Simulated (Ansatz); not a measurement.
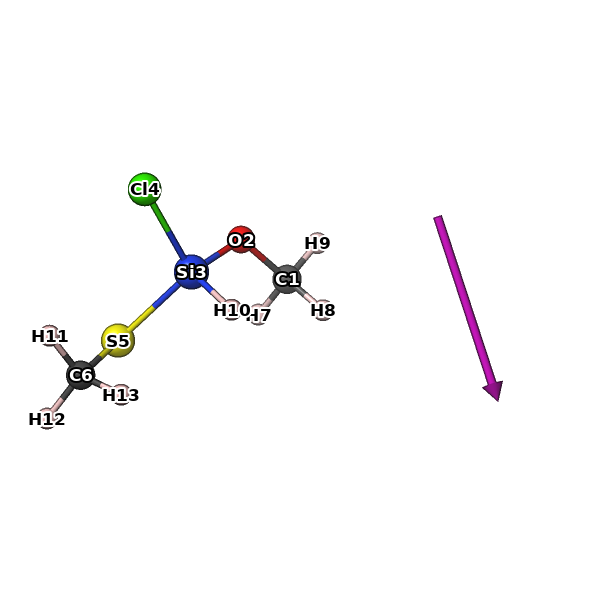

The arrow beside the molecule shows the direction of the dipole moment, from the negative to the positive end (its length means nothing). Computed geometry: PBE0-D4/def2-TZVP optimisation. No frequency run is at hand to confirm it as a minimum. Method: RKS PBE0-D4/def2-TZVP (Ansatz 0.2.0).

Estimate the dipole moment.

2.27 D; it points from the side of Cl4 to the side of H12, H13 (the outermost atoms at the two ends).
